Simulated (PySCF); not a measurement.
Vertical excitations of a molecule CH₉NSi₂ from TDA-PBE0/def2-SVPD (PySCF 2.14.0), as energy in eV (oscillator strength): 6.10 (0.003), 6.66 (0.022), 7.10 (0.004), 7.32 (0.007), 7.62 (0.081), 7.64 (0.013), 7.98 (0.002), 8.14 (0.002), 8.31 (0.001), 8.36 (0.003). Lowest triplet (TDA): 5.76 eV. Geometry: PBE0-D3(BJ)/def2-SVP. One conformer was computed; it need not be the lowest.

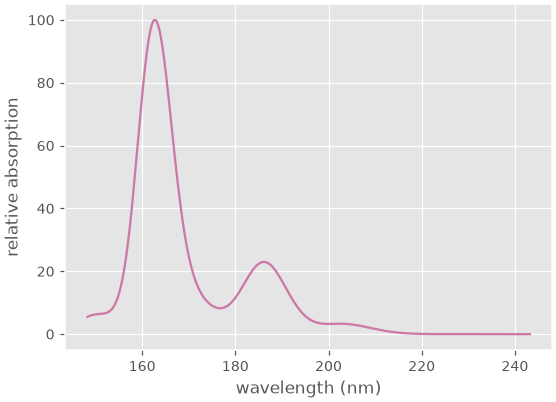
Figure: The lines broadened by 0.4 eV.

Question: Pick the molecule that these values belong to.
A) C[SiH2]N[SiH3]
B) C[Si@@H](N)[SiH3]
C) CN[SiH2][SiH3]
D) [SiH3]CN[SiH3]

Answer: A, C[SiH2]N[SiH3]
